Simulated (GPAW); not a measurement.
## Screening of a field by 2H-NbTe2 monolayer

Aim: the dipole that a field along the normal induces in 2H-NbTe2 monolayer.

Main program and level: GPAW 26.7.0; GPAW, PAW setups; layer in a repeated cell with vacuum, relaxation of atoms and in-plane cell, in the first sound run; inputs show where later runs differ.

## 1. Starting point

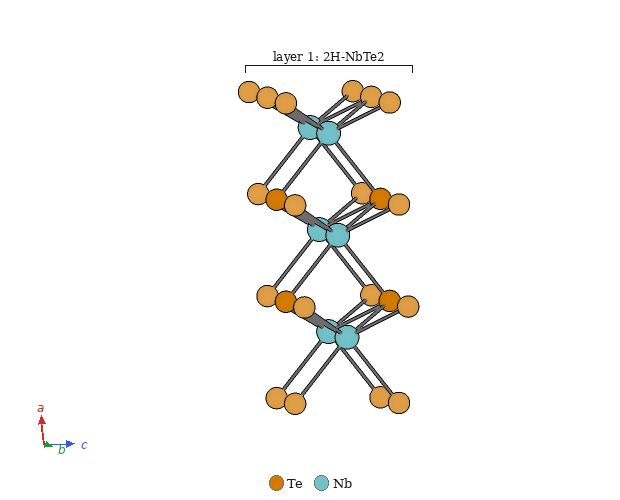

Start, viewed from the side, with the c axis across the page; tellurium orange, niobium teal. 2×1×1 cells are drawn. Some periodic images of atoms are drawn too.

The cell holds 3 atoms: 2 Te and 1 Nb. Cell: a = 3.901 Å, b = 3.901 Å, c = 17.577 Å, α = 90.0°, β = 90.0°, γ = 120.0°. Vacuum lies along c.

## 2. Relaxation

Forces are removed first; all later runs use this geometry.

The input, run.py:

```python
import json
import numpy as np
from ase import Atoms
from ase.filters import FrechetCellFilter
from ase.optimize import BFGS
from gpaw import GPAW, PW

slab = Atoms(
    ['Te', 'Nb', 'Te'],
    positions=[
        [-0.00000, 2.25216, 7.00000],
        [0.00000, 0.00000, 8.78861],
        [-0.00000, 2.25216, 10.57722]],
    cell=[[3.90086, 0.0, 0.0], [-1.95043, 3.37825, 0.0], [0.0, 0.0, 17.5772]],
    pbc=[True, True, True])

slab.calc = GPAW(mode=PW(600), xc='PBE', kpts={'size': (9, 9, 1), 'gamma': True},
                 occupations={'name': 'fermi-dirac', 'width': 0.05}, nbands='160%',
                 convergence={'density': 1e-05}, maxiter=200,
                 symmetry={'tolerance': 1e-3}, txt='slab.txt')
result = {}
# The in-plane cell is free; stress needs a cell that repeats along all three vectors
path = []
opt = BFGS(FrechetCellFilter(slab, mask=[1, 1, 0, 0, 0, 1]), maxstep=0.2)
opt.attach(lambda: path.append((slab.get_potential_energy(), slab.positions.tolist(), slab.get_forces().tolist())))
result['relaxed'] = bool(opt.run(fmax=0.02, steps=45))
result['path'] = path
result['cell'] = slab.cell.tolist()
print('in-plane lattice', slab.cell.cellpar().round(4)[[0, 1, 5]])
energy = slab.get_potential_energy()
fermi = slab.calc.get_fermi_level()
v = slab.calc.get_electrostatic_potential().mean((0, 1)) - fermi
n = slab.calc.get_pseudo_density().mean((0, 1))
L = slab.cell[2, 2]
z = np.arange(len(v)) * L / len(v)
low, high = slab.positions[:, 2].min(), slab.positions[:, 2].max()
below, above = np.interp([low - 4.8, high + 4.8], z, v)
slopes = [np.interp(x, z, np.gradient(v, z)) for x in (low - 4.8, high + 4.8)]
eps = np.array([[slab.calc.get_eigenvalues(k, s) for k in range(len(slab.calc.get_ibz_k_points()))]
                for s in range(slab.calc.get_number_of_spins())]) - fermi
top, bottom = eps[eps < 0].max(), eps[eps > 0].min()
dipole = slab.get_dipole_moment()[2]
print(f'energy {energy:.4f} eV, Fermi level {fermi:.4f} eV, dipole {dipole:.5f} e A')
print(f'potential 4.8 A off the faces, from the Fermi level: lower {below:.4f} eV, upper {above:.4f} eV')
print(f'slope of the potential there: lower {slopes[0]:.5f}, upper {slopes[1]:.5f} eV/A')
print(f'nearest levels on the mesh: {top:.4f} and {bottom:.4f} eV')
print('magnetic moment', round(slab.get_magnetic_moment(), 3))
result.update(energy=energy, fermi=fermi, dipole=dipole, below=below, above=above, slopes=slopes, edges=[top, bottom],
              z=z.tolist(), v=v.tolist(), n=n.tolist(), positions=slab.positions.tolist(),
              forces=slab.get_forces(apply_constraint=False).tolist(), moments=slab.get_magnetic_moments().tolist())
json.dump(result, open('result.json', 'w'))
```

Command:

```
> OMP_NUM_THREADS=1 OPENBLAS_NUM_THREADS=1 python run.py
```

What it wrote:

```text
Step          Energy          fmax
BFGS:    0      -17.881546        1.232349
BFGS:    1      -17.923616        1.077030
BFGS:    2      -18.041018        0.616742
BFGS:    3      -18.050034        0.483647
BFGS:    4      -18.073912        0.179128
BFGS:    5      -18.082394        0.105209
BFGS:    6      -18.083655        0.024576
BFGS:    7      -18.083711        0.004050
in-plane lattice [  3.6813   3.6813 119.9999]
energy -18.0685 eV, Fermi level -0.2483 eV, dipole -0.00026 e A
potential 4.8 A off the faces, from the Fermi level: lower 5.0253 eV, upper 5.0244 eV
slope of the potential there: lower 0.00005, upper 0.00037 eV/A
nearest levels on the mesh: -0.0264 and 0.0339 eV
magnetic moment 0.0
```

Run time: 3.7 min. Hardware: 1 thread of Arm Neoverse V2, shared host; peak memory 0.31 GiB.

Numbers from this step:

* dipole along the normal: -2.58e-4 e·Å
* levels nearest the Fermi level on the mesh: -0.02640, 0.03390 eV from the Fermi level

Electrostatic potential energy of an electron (without an applied field's), less the Fermi level, planar mean against z:

```csv
z (Å),"electrostatic potential energy of an electron (without an applied field's), less the Fermi level, planar mean (eV)"
0,5.02
1,5.03
2,5.03
3,5.02
4,5.01
5,4.77
6,0.832
7,-18.2
8,-3.96
9,-14.0
10,-6.12
11,-11.4
12,3.71
13,4.95
14,5.02
15,5.02
16,5.02
17,5.02
```

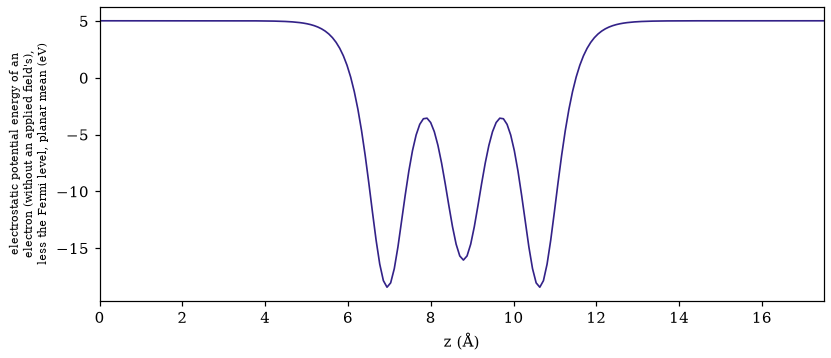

Electrostatic potential energy of an electron (without an applied field's), less the Fermi level, planar mean, plotted against z.

The pseudo valence density, planar mean oscillates, so the rows of the table below give means over windows of 1 Å about each position, cut where the curve ends. Its maxima inside the range that stand out by 2 % of the span (Å: e/Å³): 6.5: 0.271, 8.8: 1.03, 11.1: 0.271. Its minima: 6.9: 0.113, 10.7: 0.113.

The pseudo valence density, planar mean by z; means over each step:

| z (Å) | pseudo valence density, planar mean (e/Å³) |
| --- | --- |
| 3 | 5.7e-5 |
| 4 | 9.6e-4 |
| 5 | 0.0160 |
| 6 | 0.161 |
| 7 | 0.209 |
| 8 | 0.418 |
| 9 | 0.745 |
| 10 | 0.303 |
| 11 | 0.200 |
| 12 | 0.0721 |
| 13 | 0.00481 |
| 14 | 2.9e-4 |
| 15 | 1.8e-5 |

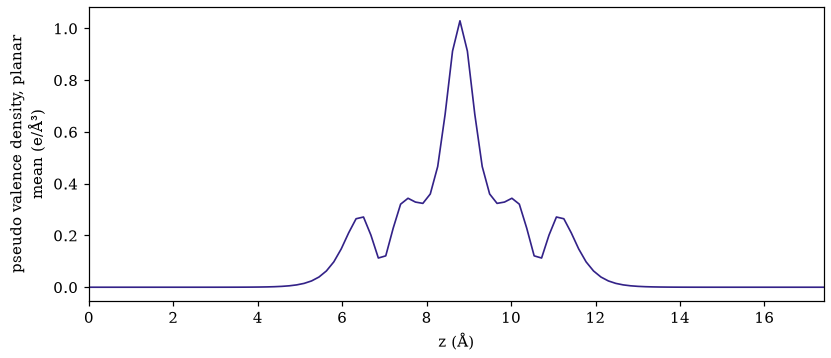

Pseudo valence density, planar mean, plotted against z.

The relaxation lowered the energy of the cell by 0.201 eV (energies extrapolated to zero smearing; the optimiser's log prints free energies). The largest force left on a free atom is 0.0041 eV/Å.

## 3. The slab's potential

With the geometry fixed, the planar mean of the potential gives the vacuum level on each side.

This step: GPAW, PAW setups; slab in vacuum (GPAW 26.7.0).

The cell differs from the one that the last finished run ended in (c 17.577 → 17.683 Å).

run.py: that of step 2 with these lines changed.

```diff
@@ -3,4 +3,2 @@
 from ase import Atoms
-from ase.filters import FrechetCellFilter
-from ase.optimize import BFGS
 from gpaw import GPAW, PW
@@ -10,21 +8,14 @@
     positions=[
-        [-0.00000, 2.25216, 7.00000],
-        [0.00000, 0.00000, 8.78861],
-        [-0.00000, 2.25216, 10.57722]],
-    cell=[[3.90086, 0.0, 0.0], [-1.95043, 3.37825, 0.0], [0.0, 0.0, 17.5772]],
-    pbc=[True, True, True])
+        [0.00000, 2.12539, 7.00000],
+        [-0.00000, 0.00000, 8.84159],
+        [0.00000, 2.12539, 10.68319]],
+    cell=[[3.68128, -0.0, 0.0], [-1.84064, 3.18809, 0.0], [0.0, 0.0, 17.6832]],
+    pbc=[True, True, False])
 
-slab.calc = GPAW(mode=PW(600), xc='PBE', kpts={'size': (9, 9, 1), 'gamma': True},
+slab.calc = GPAW(mode=PW(400), xc='PBE', kpts={'size': (9, 9, 1), 'gamma': True},
                  occupations={'name': 'fermi-dirac', 'width': 0.05}, nbands='160%',
                  convergence={'density': 1e-05}, maxiter=200,
+                 poissonsolver={'dipolelayer': 'xy'},
                  symmetry={'tolerance': 1e-3}, txt='slab.txt')
 result = {}
-# The in-plane cell is free; stress needs a cell that repeats along all three vectors
-path = []
-opt = BFGS(FrechetCellFilter(slab, mask=[1, 1, 0, 0, 0, 1]), maxstep=0.2)
-opt.attach(lambda: path.append((slab.get_potential_energy(), slab.positions.tolist(), slab.get_forces().tolist())))
-result['relaxed'] = bool(opt.run(fmax=0.02, steps=45))
-result['path'] = path
-result['cell'] = slab.cell.tolist()
-print('in-plane lattice', slab.cell.cellpar().round(4)[[0, 1, 5]])
 energy = slab.get_potential_energy()
```

What it wrote:

```text
energy -18.0328 eV, Fermi level -0.2761 eV, dipole -0.00066 e A
potential 4.8 A off the faces, from the Fermi level: lower 5.0232 eV, upper 5.0257 eV
slope of the potential there: lower -0.00017, upper 0.00017 eV/A
nearest levels on the mesh: -0.0264 and 0.0339 eV
magnetic moment 0.0
```

The job ended after 17 s (1 thread; peak memory 0.18 GiB).

This step gave:

* dipole along the normal: -6.65e-4 e·Å
* levels nearest the Fermi level on the mesh: -0.02635, 0.03385 eV from the Fermi level
* upper work function: 5.026 eV
* lower work function: 5.023 eV

The electrostatic potential energy of an electron (without an applied field's), less the Fermi level, planar mean by z:

```csv
z (Å),"electrostatic potential energy of an electron (without an applied field's), less the Fermi level, planar mean (eV)"
0,5.02
1,5.02
2,5.02
3,5.02
4,5.01
5,4.80
6,1.41
7,-18.3
8,-3.66
9,-14.8
10,-5.25
11,-12.9
12,3.51
13,4.93
14,5.02
15,5.03
16,5.03
17,5.03
```

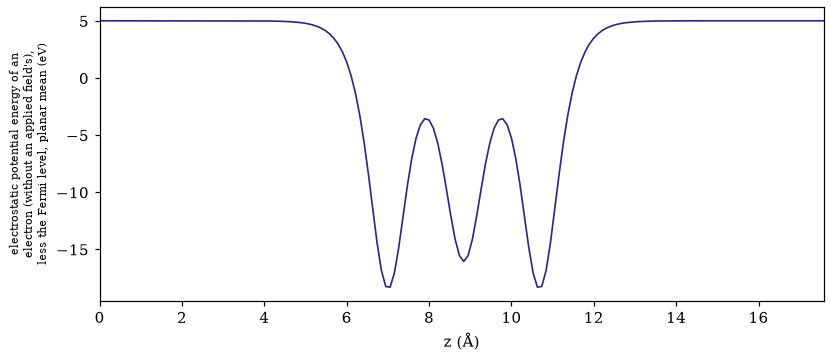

Electrostatic potential energy of an electron (without an applied field's), less the Fermi level, planar mean, plotted against z.

The pseudo valence density, planar mean oscillates, so the rows of the table below give means over windows of 2 Å about each position, cut where the curve ends. Its maxima inside the range that stand out by 2 % of the span (Å: e/Å³): 6.5: 0.276, 8.8: 1.03, 11.2: 0.276. Its minima: 6.9: 0.103, 10.7: 0.103.

The pseudo valence density, planar mean by z; means over each step:

| z (Å) | pseudo valence density, planar mean (e/Å³) |
| --- | --- |
| 2 | 6.8e-6 |
| 4 | 0.00181 |
| 6 | 0.128 |
| 8 | 0.478 |
| 10 | 0.353 |
| 12 | 0.104 |
| 14 | 7.5e-4 |
| 16 | 2.9e-6 |

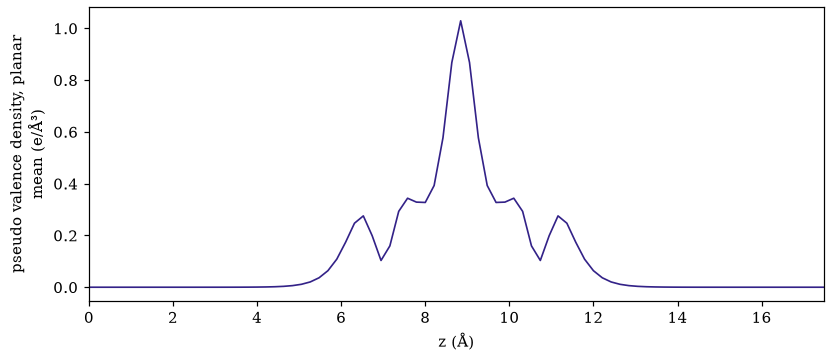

Pseudo valence density, planar mean, plotted against z.

The potential is flat to 1.7e-4 eV/Å where it is read, so the vacuum is wide enough.

## 4. In a field

A uniform field along the normal polarises the slab; the atoms stay fixed, so this is the electronic response alone.

run.py: that of step 3 with these lines changed.

```diff
@@ -4,2 +4,3 @@
 from gpaw import GPAW, PW
+from gpaw.external import ConstantElectricField
 
@@ -18,2 +19,3 @@
                  poissonsolver={'dipolelayer': 'xy'},
+                 external=ConstantElectricField(-0.2, [0, 0, 1]),
                  symmetry={'tolerance': 1e-3}, txt='slab.txt')
```

What it wrote:

```text
energy -18.0411 eV, Fermi level -0.2779 eV, dipole -0.08303 e A
potential 4.8 A off the faces, from the Fermi level: lower 4.3874 eV, upper 5.6678 eV
slope of the potential there: lower -0.00007, upper 0.00032 eV/A
nearest levels on the mesh: -0.0264 and 0.0337 eV
magnetic moment 0.0
```

Elapsed: 57 s, on 1 thread; peak memory 0.25 GiB.

This step gave:

```
dipole along the normal                                         : -0.08303 e·Å
levels nearest the Fermi level on the mesh                      : -0.02643, 0.03375 eV from the Fermi level
potential below the slab, the applied field's own ramp left out : 4.387 eV from the Fermi level
potential above the slab, the applied field's own ramp left out : 5.668 eV from the Fermi level
```

The electrostatic potential energy of an electron (without an applied field's), less the Fermi level, planar mean by z:

| z (Å) | electrostatic potential energy of an electron (without an applied field's), less the Fermi level, planar mean (eV) |
| --- | --- |
| 0 | 5.03 |
| 2 | 4.39 |
| 4 | 4.38 |
| 6 | 0.870 |
| 8 | -3.83 |
| 10 | -5.02 |
| 12 | 4.09 |
| 14 | 5.66 |
| 16 | 5.67 |

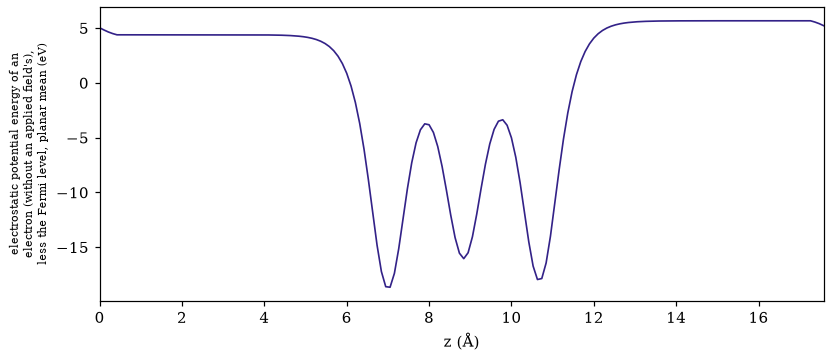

Electrostatic potential energy of an electron (without an applied field's), less the Fermi level, planar mean against z.

The dipole is now -0.0830 e Å, against -6.6e-4 in the run without a field.

## 5. In a field

run.py: that of step 4 with these lines changed.

```diff
@@ -19,3 +19,3 @@
                  poissonsolver={'dipolelayer': 'xy'},
-                 external=ConstantElectricField(-0.2, [0, 0, 1]),
+                 external=ConstantElectricField(-0.1, [0, 0, 1]),
                  symmetry={'tolerance': 1e-3}, txt='slab.txt')
```

What it wrote:

```text
energy -18.0349 eV, Fermi level -0.2765 eV, dipole -0.04151 e A
potential 4.8 A off the faces, from the Fermi level: lower 4.7052 eV, upper 5.3453 eV
slope of the potential there: lower -0.00011, upper 0.00024 eV/A
nearest levels on the mesh: -0.0264 and 0.0338 eV
magnetic moment 0.0
```

Wall time 60 s (1 thread); peak memory 0.25 GiB.

Numbers from this step:

```yaml
dipole_along_the_normal: -0.04151 e·Å
levels_nearest_the_fermi_level_on_the_mesh: -0.02637, 0.03383 eV from the Fermi level
potential_below_the_slab_the_applied_field_s_own_ramp_left_out: 4.705 eV from the Fermi level
potential_above_the_slab_the_applied_field_s_own_ramp_left_out: 5.345 eV from the Fermi level
```

Table of electrostatic potential energy of an electron (without an applied field's), less the Fermi level, planar mean by z:

```
z (Å)  electrostatic potential energy of an electron (without an applied field's), less the Fermi level, planar mean (eV)
    0                                                                                                                5.03
    2                                                                                                                4.71
    4                                                                                                                4.69
    6                                                                                                                1.14
    8                                                                                                               -3.75
   10                                                                                                               -5.14
   12                                                                                                                3.80
   14                                                                                                                5.34
   16                                                                                                                5.35
```

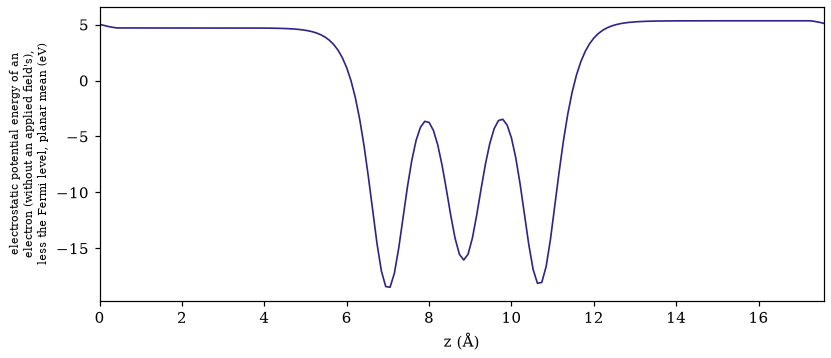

Electrostatic potential energy of an electron (without an applied field's), less the Fermi level, planar mean, plotted against z.

The dipole is now -0.0415 e Å, against -6.6e-4 in the run without a field.

## 6. In a field

run.py: that of step 5 with these lines changed.

```diff
@@ -19,3 +19,3 @@
                  poissonsolver={'dipolelayer': 'xy'},
-                 external=ConstantElectricField(-0.1, [0, 0, 1]),
+                 external=ConstantElectricField(-0.05, [0, 0, 1]),
                  symmetry={'tolerance': 1e-3}, txt='slab.txt')
```

What it wrote:

```text
energy -18.0333 eV, Fermi level -0.2762 eV, dipole -0.02075 e A
potential 4.8 A off the faces, from the Fermi level: lower 4.8646 eV, upper 5.1846 eV
slope of the potential there: lower -0.00014, upper 0.00020 eV/A
nearest levels on the mesh: -0.0264 and 0.0338 eV
magnetic moment 0.0
```

The job ended after 56 s (1 thread; peak memory 0.25 GiB).

The electrostatic potential energy of an electron (without an applied field's), less the Fermi level, planar mean by z:

| z (Å) | electrostatic potential energy of an electron (without an applied field's), less the Fermi level, planar mean (eV) |
| --- | --- |
| 0 | 5.02 |
| 2 | 4.86 |
| 4 | 4.85 |
| 6 | 1.27 |
| 8 | -3.70 |
| 10 | -5.20 |
| 12 | 3.66 |
| 14 | 5.18 |
| 16 | 5.18 |

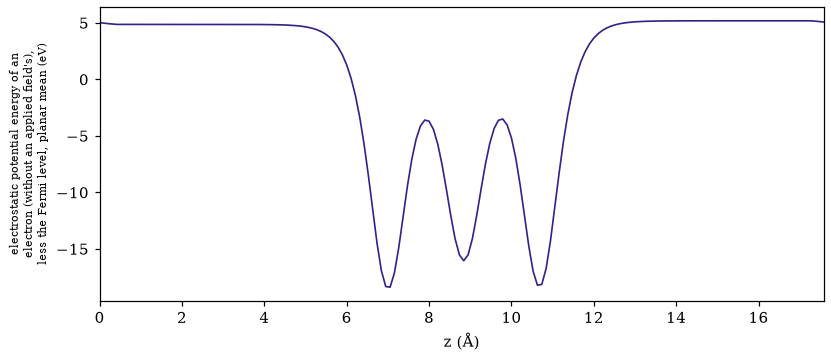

Electrostatic potential energy of an electron (without an applied field's), less the Fermi level, planar mean, plotted against z.

## 7. In a field

run.py: that of step 6 with these lines changed.

```diff
@@ -19,3 +19,3 @@
                  poissonsolver={'dipolelayer': 'xy'},
-                 external=ConstantElectricField(-0.05, [0, 0, 1]),
+                 external=ConstantElectricField(0.05, [0, 0, 1]),
                  symmetry={'tolerance': 1e-3}, txt='slab.txt')
```

What it wrote:

```text
energy -18.0333 eV, Fermi level -0.2762 eV, dipole 0.02075 e A
potential 4.8 A off the faces, from the Fermi level: lower 5.1846 eV, upper 4.8646 eV
slope of the potential there: lower -0.00020, upper 0.00014 eV/A
nearest levels on the mesh: -0.0264 and 0.0338 eV
magnetic moment 0.0
```

Wall time 56 s (1 thread); peak memory 0.25 GiB.

Electrostatic potential energy of an electron (without an applied field's), less the Fermi level, planar mean against z:

```
z (Å)  electrostatic potential energy of an electron (without an applied field's), less the Fermi level, planar mean (eV)
    0                                                                                                                5.02
    1                                                                                                                5.18
    2                                                                                                                5.18
    3                                                                                                                5.18
    4                                                                                                                5.17
    5                                                                                                                4.96
    6                                                                                                                1.54
    7                                                                                                               -18.2
    8                                                                                                               -3.62
    9                                                                                                               -14.8
   10                                                                                                               -5.31
   11                                                                                                               -13.0
   12                                                                                                                3.37
   13                                                                                                                4.78
   14                                                                                                                4.86
   15                                                                                                                4.86
   16                                                                                                                4.86
   17                                                                                                                4.86
```

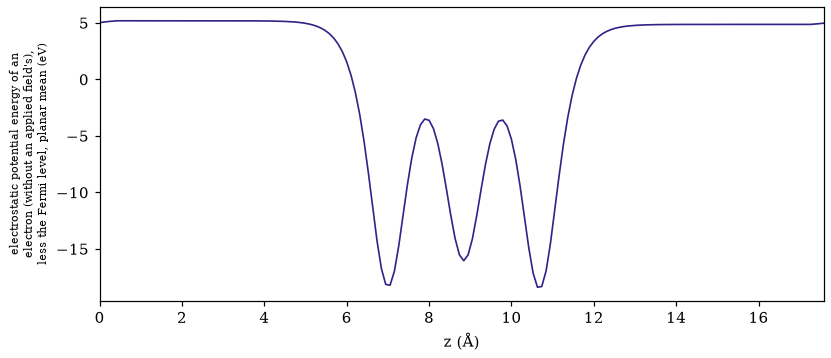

Electrostatic potential energy of an electron (without an applied field's), less the Fermi level, planar mean, plotted against z.

## 8. Field on

run.py: that of step 7 with these lines changed.

```diff
@@ -19,3 +19,3 @@
                  poissonsolver={'dipolelayer': 'xy'},
-                 external=ConstantElectricField(0.05, [0, 0, 1]),
+                 external=ConstantElectricField(0.1, [0, 0, 1]),
                  symmetry={'tolerance': 1e-3}, txt='slab.txt')
```

What it wrote:

```text
energy -18.0349 eV, Fermi level -0.2765 eV, dipole 0.04151 e A
potential 4.8 A off the faces, from the Fermi level: lower 5.3453 eV, upper 4.7052 eV
slope of the potential there: lower -0.00024, upper 0.00011 eV/A
nearest levels on the mesh: -0.0264 and 0.0338 eV
magnetic moment 0.0
```

It took 59 s on 1 thread; peak memory 0.25 GiB.

The dipole is now 0.0415 e Å, against -6.6e-4 in the run without a field.

[end of part 1 of 2]

[Logs are printed without paths, hosts, clocks, repeated set-up lines and the standing remarks that a program may print on its own settings, such as how far it seeks lower states.]

[Hosts, paths, dates, database ids (printed as entryN), source tags and the programs' standing remarks are cut or masked in the printed files.]
